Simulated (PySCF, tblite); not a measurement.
# C2H9FSSi2: geometry, infrared bands and NMR shifts

Aim: predict the infrared bands and NMR shifts of C2H9FSSi2 (`CC[Si@@H](F)S[SiH3]`).

Programs: tblite 0.8.0 and PySCF 2.14.0, with density-fitted response routines of our own. Each step states its level of theory. These are calculated values for one molecule in the gas phase, unless marked as measured. Atoms are numbered from 0 throughout.

**1. The molecule as given**

15 atoms, charge 0, multiplicity 1; geometry from: force field or distance geometry start.

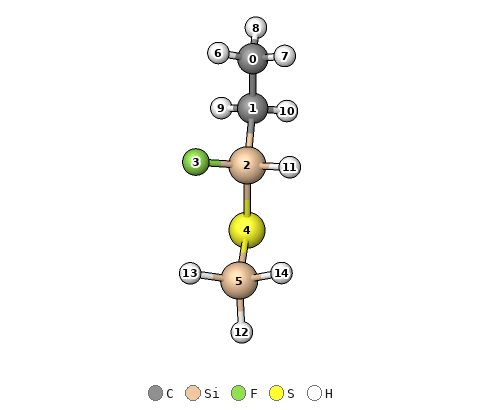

As it starts; carbon grey, silicon light orange, fluorine green, sulfur yellow, hydrogen white, atoms numbered; sticks join atoms by distance.

**2. Optimising the geometry with GFN2-xTB**

What the job is given:

```
{"job": {"kind": "relax", "xc": "GFN2-xTB", "basis": "xTB"}, "charge": 0, "multiplicity": 1}
C     -2.662800     0.192600     0.560400
C     -1.584300     0.326500    -0.503400
Si     0.164200    -0.018300     0.106200
F      0.216700    -1.514100     0.634200
S      1.509100     0.197400    -1.521800
Si     3.221100    -0.311500    -0.372600
H     -2.706500    -0.813000     0.976700
H     -2.507200     0.903000     1.391000
H     -3.644600     0.407700     0.120000
H     -1.815000    -0.366700    -1.311200
H     -1.621900     1.332300    -0.914700
H      0.519400     0.919200     1.194000
H      4.423200    -0.150600    -1.214000
H      3.147300    -1.719600     0.082500
H      3.337000     0.622800     0.786800
```

On the command line:

```bash
$ OMP_NUM_THREADS=1 python probes_run.py task.json out
```

One launch serves the whole session: the jobs run in the order shown.

**Question.** This job is followed by: GFN2-xTB harmonic vibrations, gas phase; GIAO PBE0/pcSseg-1 NMR shielding, non-relativistic, gas phase. Predict these results of the whole session: strongest single infrared mode (GFN2-xTB); zero-point energy (GFN2-xTB); 13C shifts against TMS (PBE0/pcSseg-1); 1H shifts against TMS (PBE0/pcSseg-1, means over atoms taken as alike); 29Si shifts against TMS (PBE0/pcSseg-1); 19F shifts against CFCl3 (PBE0/pcSseg-1); 33S shifts against CS2 (PBE0/pcSseg-1); surface potential, least and greatest.

**Answer**, as computed:

```
                                                              quantity                             value
                             strongest single infrared mode (GFN2-xTB)              815 cm⁻¹, 360 km/mol
                                          zero-point energy (GFN2-xTB)                     64.5 kcal/mol
                                13C shifts against TMS (PBE0/pcSseg-1)                     15.2, 8.6 ppm
1H shifts against TMS (PBE0/pcSseg-1, means over atoms taken as alike)  5.52, 4.74, 1.31, 1.23, 0.83 ppm
                               29Si shifts against TMS (PBE0/pcSseg-1)                   26.4, -60.7 ppm
                              19F shifts against CFCl3 (PBE0/pcSseg-1)                        -184.0 ppm
                                33S shifts against CS2 (PBE0/pcSseg-1)                          -264 ppm
                                 surface potential, least and greatest                -1.01 V and 1.32 V
```

**Reading.** Relaxing lowered the energy by 0.159 eV in 83 steps; the close pair that moved most is Si5–H14, from 1.494 to 1.458 Å. All 39 modes are real, so the xTB geometry is a minimum. The strongest single mode, at 815 cm⁻¹, moves mainly Si2 and F3. Unscaled tight-binding wavenumbers are off by several per cent, some by more. Its intensities can rank the bands wrongly. At PBE0/pcSseg-1: Shielding is most anisotropic at S4 (span 236 ppm, paramagnetic term -294 ppm).
